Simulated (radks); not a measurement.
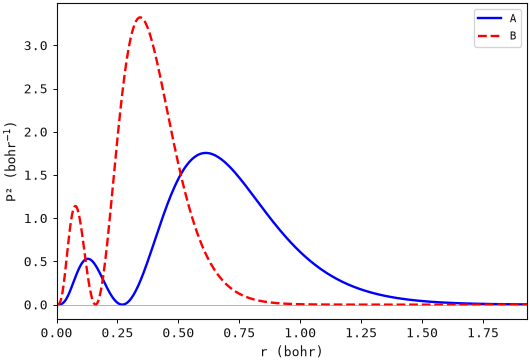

Two nuclei with the same 19 electrons, [Ar] 3d1 (3d3/2: 1), were computed: Ni⁹⁺; Tc²⁴⁺. Method: Dirac Kohn-Sham, PBE, spin-unpolarised, spherical densities, finite nucleus; computed with the in-house radial solver radks.

The plot shows P² of the 3p3/2 orbital in both runs (large components where relativistic).

Q: Which curve belongs to which run?

Answer: A is Ni⁹⁺ (⟨r⟩ = 0.689 bohr, eigenvalue −271.3 eV); B is Tc²⁴⁺ (⟨r⟩ = 0.372 bohr, eigenvalue −1262 eV). The larger nuclear charge pulls the orbital in.
